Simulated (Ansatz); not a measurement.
# BrF2HOTi: two geometries relaxed, part 2 of 2

Aim: relax the geometries before and after the reaction (1,2-elimination), and see whether they are two minima and how far apart in energy. Meant to form: H4–Br2; to break: Ti1–Br2, H4–O3. The start is a guess near the saddle point, from which both ends are pulled out.

Ansatz 0.2.0; RKS PBE-D4/def2-SVP. Earlier steps stand in the parts before.

## Step 5: Pulling towards end B

Springs on the bonds that form and break draw the guess towards this end; the thresholds are loose.

input.yaml reads:

```yaml
crystal:
  periodic: [false, false, false]
  atoms:
    - { symbol: Ti, position_ang: [-0.683, 0.2051, 0.4249] }
    - { symbol: Br, position_ang: [2.0312, 0.4374, -1.0336] }
    - { symbol: O, position_ang: [-0.2964, -1.3058, -0.1104] }
    - { symbol: H, position_ang: [0.8076, -1.1008, -0.6981] }
    - { symbol: F, position_ang: [-1.6624, 1.1564, -0.5835] }
    - { symbol: F, position_ang: [-0.1969, 0.6077, 2.0007] }
basis:
  gaussian: { orbitals: def2-SVP }
hamiltonian:
  xc: pbe
  dispersion: d4
relax:
  f_tol: 0.15
  max_steps: 25
  restrain:
    - { distance: [3, 1], at: 1.51, k: 30.0 }
    - { distance: [0, 1], at: 4.1, k: 30.0 }
    - { distance: [3, 2], at: 2.27, k: 30.0 }
output:
  orbitals: {}
```

On the command line:

```bash
$ ansatz run input.yaml --threads 2 --pin off --max-ram 3072MiB --backend cpu --events-out ev --progress --plain --runs-dir out
```

Log:

```text
Warning: RAYON_NUM_THREADS=2 ignored (pool sized by the plan → 2); use --threads N
The last accepted step is kept in <dir> (removed where the run ends without a failure and the disk answers)
Engine: ansatz 0.2.0, x86_64-unknown-linux-gnu
Functional definition: PBE
  parameter kappa = 0.804
  parameter beta = 0.06672455060314922
  exchange = pbe_x(kappa = kappa, mu = beta*pi^2/3)
  correlation = pbe_c(beta = beta)
1222 factors; their error is unknown
mean field evaluation 1: about -100612.8186 eV, gradient 7.8e1 eV
mean field evaluation 2: about -100238.9111 eV, gradient 4.0e2 eV
mean field evaluation 4: about -100513.6161 eV, gradient 2.3e2 eV
mean field evaluation 8: about -100623.1512 eV, gradient 2.0e0 eV
mean field evaluation 16: about -100623.0787 eV, gradient 1.9e-3 eV
mean field -100623.07871823 eV, -3697.8299381226 hartree, gradient 3.4e-5 eV, S^2 0.000000; 0 other end points of the search recorded, 0 dependent functions left out
the calculation of the forces begins
reference -100623.07881456 eV, -3697.8299416627 hartree; 42, 42 occupied and 68, 68 virtual orbitals, 1222 factors
relax step   1: F+E_penalty+E_count = -100623.22419291 eV  Δ(F+E_penalty+E_count) = +0.000e0 eV  max|allowed force component| = 2.241e0 eV/Å  E_restraint = 33.89363920 eV  max|allowed force component, restraints' pulls added| = 3.395e1 eV/Å  Δτ_max = 0.0000 Å  (31 SCF iters, accepted)
  distance H 3 - Br 1 = 1.9939 Å
  distance Ti 0 - Br 1 = 3.0900 Å
  distance H 3 - O 2 = 1.2674 Å
these checks for a lower state are left out or cut short: starts, cluster_reference, orbital_swaps, neighbouring_geometries, increment
1222 factors; their error is unknown
mean field -100622.55790564 eV, -3697.8107986127 hartree, gradient 2.1e-5 eV, S^2 0.000000; 0 other end points of the search recorded, 0 dependent functions left out
the calculation of the forces begins
reference -100622.55799800 eV, -3697.8108020069 hartree; 42, 42 occupied and 68, 68 virtual orbitals, 1222 factors
relax step   2: F+E_penalty+E_count = -100622.70165333 eV  Δ(F+E_penalty+E_count) = +5.225e-1 eV  max|allowed force component| = 2.021e0 eV/Å  E_restraint = 16.82161028 eV  max|allowed force component, restraints' pulls added| = 2.519e1 eV/Å  Δτ_max = 0.1944 Å  (39 SCF iters, accepted)
  distance H 3 - Br 1 = 1.8449 Å
  distance Ti 0 - Br 1 = 3.3867 Å
  distance H 3 - O 2 = 1.5626 Å
these checks for a lower state are left out or cut short: starts, cluster_reference, orbital_swaps, neighbouring_geometries, increment
1222 factors; their error is unknown
mean field evaluation 32: about -100622.7620 eV, gradient 3.2e-2 eV
mean field -100622.68186685 eV, -3697.8153541033 hartree, gradient 1.5e-5 eV, S^2 0.000000; 0 other end points of the search recorded, 0 dependent functions left out
the calculation of the forces begins
reference -100622.68195626 eV, -3697.8153573889 hartree; 42, 42 occupied and 68, 68 virtual orbitals, 1222 factors
relax step   3: F+E_penalty+E_count = -100622.81930763 eV  Δ(F+E_penalty+E_count) = -1.177e-1 eV  max|allowed force component| = 2.760e0 eV/Å  E_restraint = 6.36214980 eV  max|allowed force component, restraints' pulls added| = 1.481e1 eV/Å  Δτ_max = 0.1950 Å  (39 SCF iters, accepted)
  distance H 3 - Br 1 = 1.6793 Å
  distance Ti 0 - Br 1 = 3.6105 Å
  distance H 3 - O 2 = 1.8752 Å
these checks for a lower state are left out or cut short: starts, cluster_reference, orbital_swaps, neighbouring_geometries, increment
1222 factors; their error is unknown
mean field -100622.96461626 eV, -3697.8257449525 hartree, gradient 1.8e-5 eV, S^2 0.000000; 0 other end points of the search recorded, 0 dependent functions left out
the calculation of the forces begins
reference -100622.96470274 eV, -3697.8257481306 hartree; 42, 42 occupied and 68, 68 virtual orbitals, 1222 factors
relax step   4: F+E_penalty+E_count = -100623.09477291 eV  Δ(F+E_penalty+E_count) = -2.755e-1 eV  max|allowed force component| = 1.666e0 eV/Å  E_restraint = 0.70644292 eV  max|allowed force component, restraints' pulls added| = 4.551e0 eV/Å  Δτ_max = 0.1996 Å  (38 SCF iters, accepted)
  distance H 3 - Br 1 = 1.5196 Å
  distance Ti 0 - Br 1 = 3.9019 Å
  distance H 3 - O 2 = 2.1819 Å
these checks for a lower state are left out or cut short: starts, cluster_reference, orbital_swaps, neighbouring_geometries, increment
1222 factors; their error is unknown
mean field -100622.94948506 eV, -3697.8251888912 hartree, gradient 1.5e-5 eV, S^2 0.000000; 0 other end points of the search recorded, 0 dependent functions left out
the calculation of the forces begins
reference -100622.94957391 eV, -3697.8251921564 hartree; 42, 42 occupied and 68, 68 virtual orbitals, 1222 factors
relax step   5: F+E_penalty+E_count = -100623.07435102 eV  Δ(F+E_penalty+E_count) = +2.042e-2 eV  max|allowed force component| = 2.230e0 eV/Å  E_restraint = 0.02653112 eV  max|allowed force component, restraints' pulls added| = 2.331e0 eV/Å  Δτ_max = 0.1996 Å  (38 SCF iters, accepted)
  distance H 3 - Br 1 = 1.4895 Å
  distance Ti 0 - Br 1 = 4.0668 Å
  distance H 3 - O 2 = 2.2543 Å
these checks for a lower state are left out or cut short: starts, cluster_reference, orbital_swaps, neighbouring_geometries, increment
1222 factors; their error is unknown
mean field -100623.02514599 eV, -3697.8279693790 hartree, gradient 1.8e-5 eV, S^2 0.000000; 0 other end points of the search recorded, 0 dependent functions left out
the calculation of the forces begins
reference -100623.02523364 eV, -3697.8279726000 hartree; 42, 42 occupied and 68, 68 virtual orbitals, 1222 factors
relax step   6: F+E_penalty+E_count = -100623.14860462 eV  Δ(F+E_penalty+E_count) = -7.425e-2 eV  max|allowed force component| = 6.769e-1 eV/Å  E_restraint = 0.01203481 eV  max|allowed force component, restraints' pulls added| = 8.702e-2 eV/Å  Δτ_max = 0.0774 Å  (40 SCF iters, accepted)
  distance H 3 - Br 1 = 1.4818 Å
  distance Ti 0 - Br 1 = 4.0992 Å
  distance H 3 - O 2 = 2.2679 Å
1222 factors; their error is unknown
mean field evaluation 64: about -100609.9820 eV, gradient 8.7e1 eV
mean field -100623.02514599 eV, -3697.8279693790 hartree, gradient 1.8e-5 eV, S^2 0.000000; 1 other end points of the search recorded, 0 dependent functions left out
the calculation of the forces begins
reference -100623.02523364 eV, -3697.8279726000 hartree; 42, 42 occupied and 68, 68 virtual orbitals, 1222 factors
Total energy: -100623.14869226 eV, -3697.8325096209 hartree
Atom 0 at    -1.152940     0.098907     0.665996 Å, force     0.085668     0.060486    -0.014248 eV/Å
Atom 1 at     2.439145     0.167412    -1.307838 Å, force    -0.676920    -0.571513     0.240787 eV/Å
Atom 2 at    -0.574829    -1.273634     0.037536 Å, force     0.142050     0.031230    -0.071813 eV/Å
Atom 3 at     1.410727    -0.844751    -0.970936 Å, force     0.475631     0.521064    -0.140465 eV/Å
Atom 4 at    -1.836884     1.207120    -0.542571 Å, force    -0.006993    -0.016956     0.001556 eV/Å
Atom 5 at    -0.285119     0.644946     2.117812 Å, force    -0.019435    -0.024310    -0.015817 eV/Å
Dipole moment:    -0.673124    -0.072109     0.368894 e Å
```

Run time: 44 s. Hardware: 2 threads of AMD EPYC (Zen 3), shared host; peak memory 0.17 GiB.

The steps of the relaxation:

| step | energy from step 1 (eV) | largest force component (eV/Å) |
| --- | --- | --- |
| 1 | 0.0000 | 2.2414 |
| 2 | 0.5225 | 2.0211 |
| 3 | 0.4049 | 2.7603 |
| 4 | 0.1294 | 1.6657 |
| 5 | 0.1498 | 2.2299 |
| 6 | 0.0756 | 0.6769 |

Step 1 is the start. Energies and forces in the table leave out the springs, which the log lists apart; the run stops on the force with the springs' pull added.

After: Bond lengths: Ti1–O3 1.616 Å, Br2–H4 1.482 Å, Ti1–F5 1.777 Å, Ti1–F6 1.777 Å. Angles: O3–Ti1–F5 113.8°, O3–Ti1–F6 113.8°, F5–Ti1–F6 123.5°.

Pairs that crossed the distance rule for bonds on the way: came closer Br2–H4; moved apart Ti1–Br2, Ti1–H4.

## Step 6: End point B

It starts where the restrained run ended.

input.yaml reads:

```yaml
crystal:
  periodic: [false, false, false]
  atoms:
    - { symbol: Ti, position_ang: [-1.15294, 0.098907, 0.665996] }
    - { symbol: Br, position_ang: [2.439145, 0.167412, -1.307838] }
    - { symbol: O, position_ang: [-0.574829, -1.273634, 0.037536] }
    - { symbol: H, position_ang: [1.410727, -0.844751, -0.970936] }
    - { symbol: F, position_ang: [-1.836884, 1.20712, -0.542571] }
    - { symbol: F, position_ang: [-0.285119, 0.644946, 2.117812] }
basis:
  gaussian: { orbitals: def2-SVP }
hamiltonian:
  xc: pbe
  dispersion: d4
relax:
  f_tol: 0.03
  max_steps: 50
output:
  orbitals: {}
```

On the command line:

```bash
$ ansatz run input.yaml --threads 2 --pin off --max-ram 3072MiB --backend cpu --events-out ev --progress --plain --runs-dir out
```

Log, cut to the lines that bear on the results:

```text
Warning: RAYON_NUM_THREADS=2 ignored (pool sized by the plan → 2); use --threads N
[...]
[... 1 set-up line as earlier in the session ...]
[...]
1222 factors; their error is unknown
[...]
mean field -100623.02514404 eV, -3697.8279693072 hartree, gradient 3.7e-5 eV, S^2 0.000000; 0 other end points of the search recorded, 0 dependent functions left out
[...]
reference -100623.02523168 eV, -3697.8279725282 hartree; 42, 42 occupied and 68, 68 virtual orbitals, 1222 factors
relax step   1: F+E_penalty+E_count = -100623.14860267 eV  Δ(F+E_penalty+E_count) = +0.000e0 eV  max|allowed force component| = 6.770e-1 eV/Å  Δτ_max = 0.0000 Å  (29 SCF iters, accepted)
[...]
relax step   5: F+E_penalty+E_count = -100623.66257291 eV  Δ(F+E_penalty+E_count) = -2.232e-1 eV  max|allowed force component| = 8.057e-1 eV/Å  Δτ_max = 0.1950 Å  (37 SCF iters, accepted)
[...]
relax step   9: F+E_penalty+E_count = -100624.40184922 eV  Δ(F+E_penalty+E_count) = -3.005e-1 eV  max|allowed force component| = 1.824e0 eV/Å  Δτ_max = 0.1180 Å  (36 SCF iters, accepted)
[...]
relax step  13: F+E_penalty+E_count = -100625.22808136 eV  Δ(F+E_penalty+E_count) = +7.515e-2 eV  max|allowed force component| = 4.151e0 eV/Å  Δτ_max = 0.1946 Å  (37 SCF iters, rejected (line search))
[...]
relax step  17: F+E_penalty+E_count = -100625.57287162 eV  Δ(F+E_penalty+E_count) = -3.533e-2 eV  max|allowed force component| = 5.644e-1 eV/Å  Δτ_max = 0.1555 Å  (36 SCF iters, accepted)
[...]
relax step  18: F+E_penalty+E_count = -100625.58622823 eV  Δ(F+E_penalty+E_count) = -1.336e-2 eV  max|allowed force component| = 3.348e-1 eV/Å  Δτ_max = 0.1071 Å  (32 SCF iters, accepted)
[...]
1222 factors; their error is unknown
mean field -100625.44439211 eV, -3697.9168750342 hartree, gradient 1.2e-5 eV, S^2 0.000000; 0 other end points of the search recorded, 0 dependent functions left out
[...]
reference -100625.44449197 eV, -3697.9168787038 hartree; 42, 42 occupied and 68, 68 virtual orbitals, 1222 factors
```

## Step 7: More of the same log: end point B relaxed

Output, continued, cut to the lines that bear on the results:

```text
relax step  19: F+E_penalty+E_count = -100625.58901423 eV  Δ(F+E_penalty+E_count) = -2.786e-3 eV  max|allowed force component| = 1.567e-1 eV/Å  Δτ_max = 0.0430 Å  (32 SCF iters, accepted)
[...]
relax step  22: F+E_penalty+E_count = -100625.59388907 eV  Δ(F+E_penalty+E_count) = -4.862e-3 eV  max|allowed force component| = 1.816e-1 eV/Å  Δτ_max = 0.0935 Å  (31 SCF iters, accepted)
[...]
relax step  25: F+E_penalty+E_count = -100625.60293366 eV  Δ(F+E_penalty+E_count) = -1.868e-3 eV  max|allowed force component| = 1.252e-1 eV/Å  Δτ_max = 0.0280 Å  (31 SCF iters, accepted)
[...]
relax step  28: F+E_penalty+E_count = -100625.60559711 eV  Δ(F+E_penalty+E_count) = -2.630e-3 eV  max|allowed force component| = 1.504e-1 eV/Å  Δτ_max = 0.0574 Å  (32 SCF iters, accepted)
[...]
1222 factors; their error is unknown
[...]
mean field -100625.46318641 eV, -3697.9175657121 hartree, gradient 1.3e-5 eV, S^2 0.000000; 1 other end points of the search recorded, 0 dependent functions left out
[...]
reference -100625.46328589 eV, -3697.9175693678 hartree; 42, 42 occupied and 68, 68 virtual orbitals, 1222 factors
Total energy: -100625.60749443 eV, -3697.9228689340 hartree
Atom 0 at    -0.070959     0.363003     0.204807 Å, force    -0.002848     0.013063     0.008945 eV/Å
Atom 1 at     1.873606     1.319842    -0.743911 Å, force     0.000198     0.000137    -0.000051 eV/Å
Atom 2 at    -0.013777    -1.391750     0.009543 Å, force    -0.000172    -0.007131    -0.001766 eV/Å
Atom 3 at    -0.140443    -2.003164    -0.738022 Å, force    -0.000600    -0.002790    -0.001626 eV/Å
Atom 4 at    -1.466582     0.985598    -0.641915 Å, force     0.002531    -0.002642     0.000572 eV/Å
Atom 5 at    -0.181745     0.726471     1.909497 Å, force     0.000891    -0.000637    -0.006075 eV/Å
Dipole moment:    -0.100275    -0.431421    -0.253802 e Å
```

Run time: 3 min. Hardware: 2 threads of AMD EPYC (Zen 3), shared host; peak memory 0.18 GiB.

Relaxation path, one in 2:

| step | energy from step 1 (eV) | largest force component (eV/Å) |
| --- | --- | --- |
| 1 | 0.0000 | 0.6770 |
| 3 | -0.1252 | 0.4147 |
| 5 | -0.5140 | 0.8057 |
| 7 | -0.7554 | 0.5342 |
| 9 | -1.2532 | 1.8237 |
| 11 | -1.9385 | 1.3016 |
| 13x | -2.0795 | 4.1508 |
| 15 | -2.3431 | 0.6018 |
| 17 | -2.4243 | 0.5644 |
| 19 | -2.4404 | 0.1567 |
| 21x | -2.4062 | 1.6216 |
| 23 | -2.4453 | 0.4146 |
| 25 | -2.4543 | 0.1252 |
| 27x | -2.4507 | 0.5950 |
| 29 | -2.4575 | 0.1099 |
| 31 | -2.4584 | 0.1214 |
| 32 | -2.4588 | 0.0131 |

Step 1 is the start. 3 steps were tried and not accepted (marked x).

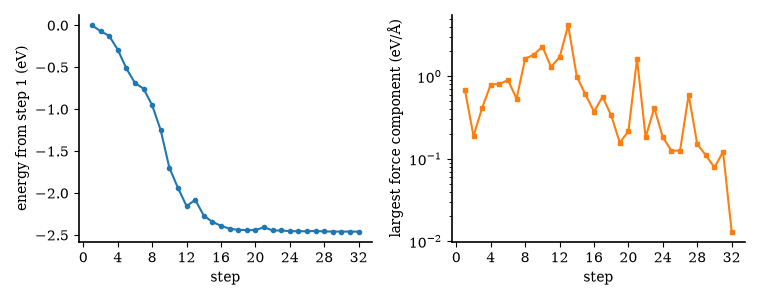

How energy and force went from step to step.

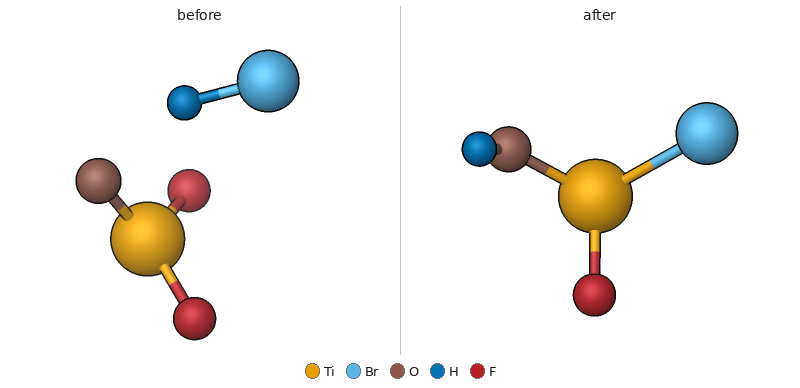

The structure before (left) and after (right), drawn at the same scale.

After: Bond lengths: Ti1–Br2 2.366 Å, Ti1–O3 1.767 Å, O3–H4 0.974 Å, Ti1–F5 1.747 Å, Ti1–F6 1.747 Å. Angles: Br2–Ti1–O3 109.3°, Br2–Ti1–F5 108.5°, Br2–Ti1–F6 111.1°, O3–Ti1–F5 109.0°, O3–Ti1–F6 108.5°, F5–Ti1–F6 110.4°, Ti1–O3–H4 134.8°.

Pairs that crossed the distance rule for bonds on the way: came closer Ti1–Br2, O3–H4; moved apart Br2–H4.

## Step 8: Outcome

This closing draws on all 2 parts.

```
                           quantity                     value
                              end A  19 moves, 0.663 eV lower
                              end B  28 moves, 2.459 eV lower
largest difference between the ends                    0.00 Å
            end B relative to end A                 -0.000 eV
```

What this shows: Both starts fell into the same minimum (no atom differs by more than 0.00 Å), so from this start no second minimum was found and no band was run; another arrangement could still be one.
